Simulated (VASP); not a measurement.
Band structure of AgCl (space group Cmcm). Method: PBEsol GGA with spin-orbit coupling, VASP's PBE PAW potentials (set 64) (plane waves; VASP).

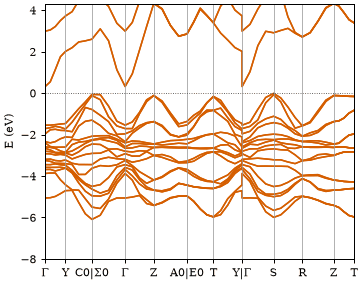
Bands along high-symmetry lines, zero at the valence-band maximum or, without a gap, the Fermi level

**Question.** Read the plot: is there a gap, and where are the band edges?

**Answer.** The gap is indirect, 0.32 eV, from the valence maximum at (0.33, 0.17, 0.00) to the conduction minimum at Γ.

The structure comes from a computed database's AgCl entry (Cmcm); how it stands against other phases isn't given here. It was relaxed first, which changed the volume by -6 %.
